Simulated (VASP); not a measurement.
Band structure of YIr (space group Pm-3m). These are PBEsol GGA, VASP's PBE PAW potentials (set 64) (plane waves; VASP) values and carry that method's errors.

Unless said otherwise, spin-orbit coupling is left out, though it shifts the bands of the heavy elements here.

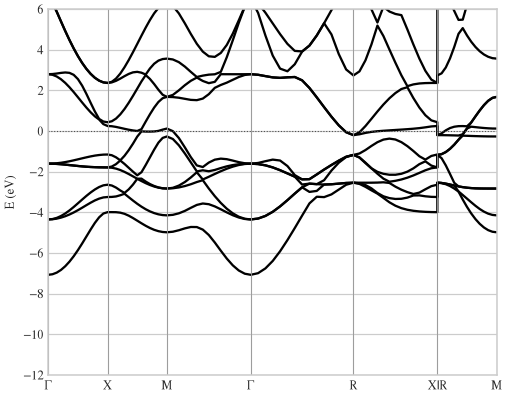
Figure: Bands along high-symmetry lines, zero at the valence-band maximum or, without a gap, the Fermi level

Q: Read the plot: is there a gap, and where are the band edges?

A: It has no gap at this level: it comes out as a metal or semimetal. (Edges off the drawn lines would not show.)

The structure comes from a computed database's YIr entry (Pm-3m); how it stands against other phases isn't given here. It was relaxed first.
